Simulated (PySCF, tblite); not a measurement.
# H11NOSi4: geometry, infrared bands and NMR shifts

What infrared bands and NMR shifts should H11NOSi4 (`[SiH3]N[SiH2]O[SiH2][SiH3]`) show?

The runs use tblite 0.8.0 and PySCF 2.14.0, with density-fitted response routines of our own; the level of theory stands in each step. All values are computed, except where a source is named. Atoms count from 0, in the outputs and in this text.

## 1. Starting geometry

17 atoms, charge 0, multiplicity 1; geometry from: force field or distance geometry start.

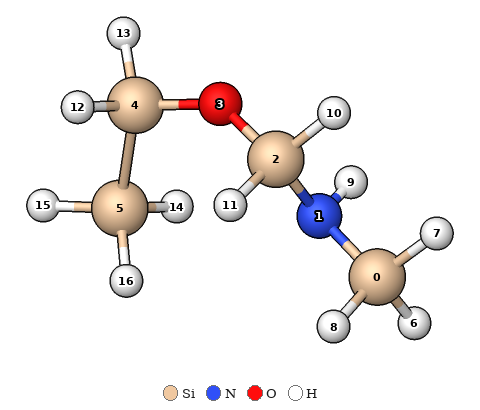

The starting geometry (silicon light orange, nitrogen blue, oxygen red, hydrogen white), atoms numbered.

## 2. Relaxing the molecule with GFN2-xTB

Job settings and geometry (Å):

```
{"job": {"kind": "relax", "xc": "GFN2-xTB", "basis": "xTB"}, "charge": 0, "multiplicity": 1}
Si    -2.839600    -0.541400    -0.441800
N     -1.350000    -0.462800     0.320400
Si    -0.855600     1.137800     0.484800
O      0.608900     1.078000     1.209100
Si     2.200600     0.837800     0.819800
Si     2.524500    -1.134200    -0.362900
H     -3.217800    -1.964200    -0.519900
H     -3.847500     0.166600     0.393500
H     -2.753200     0.031400    -1.801700
H     -1.435300    -0.867100     1.262600
H     -1.818500     1.848500     1.361200
H     -0.737800     1.775300    -0.844500
H      2.653100     2.001900     0.012500
H      3.011600     0.827700     2.059800
H      2.084800    -2.303700     0.437900
H      3.972800    -1.309300    -0.658200
H      1.791900    -1.110400    -1.650000
```

Command:

```sh
$ OMP_NUM_THREADS=1 python probes_run.py task.json out
```

One launch serves the whole session: the jobs run in the order shown.

**Question.** This job is followed by: GFN2-xTB harmonic vibrations, gas phase; GIAO PBE0/pcSseg-1 NMR shielding, non-relativistic, gas phase. Predict these results of the whole session: strongest single infrared mode (GFN2-xTB); zero-point energy (GFN2-xTB); 1H shifts against TMS (PBE0/pcSseg-1, means over atoms taken as alike); 29Si shifts against TMS (PBE0/pcSseg-1); 15N shifts against NH3 (PBE0/pcSseg-1); 17O shifts against H2O (PBE0/pcSseg-1); surface potential, least and greatest.

As calculated:

| quantity | value |
| --- | --- |
| strongest single infrared mode (GFN2-xTB) | 774 cm⁻¹, 1139 km/mol |
| zero-point energy (GFN2-xTB) | 62.9 kcal/mol |
| 1H shifts against TMS (PBE0/pcSseg-1, means over atoms taken as alike) | 5.70, 5.14, 4.71, 3.47, -0.29 ppm |
| 29Si shifts against TMS (PBE0/pcSseg-1) | -29.3, -31.8, -63.1, -122.3 ppm |
| 15N shifts against NH3 (PBE0/pcSseg-1) | 13.0 ppm |
| 17O shifts against H2O (PBE0/pcSseg-1) | 21.7 ppm |
| surface potential, least and greatest | -0.66 V and 1.68 V |

The optimisation took 109 steps and gained 0.557 eV; among the close pairs (by a distance rule), Si0–N1 changed most, from 1.675 to 1.729 Å. No mode is imaginary among the 45: a minimum at this level. The strongest single mode, at 774 cm⁻¹, is spread over many atoms; the largest shares are those of H10, H11. GFN2-xTB is a fitted tight-binding method: band positions and strengths are rough. Its intensities can rank the bands wrongly. At PBE0/pcSseg-1: Shielding is most anisotropic at O3 (span 150 ppm, paramagnetic term -87 ppm). By nearest atom (PBE0/pcSseg-1), the HOMO sits on N1 55 %; H7, H10 about 10 % each and the LUMO on Si4 22 %; H12, H13 about 12 % each.
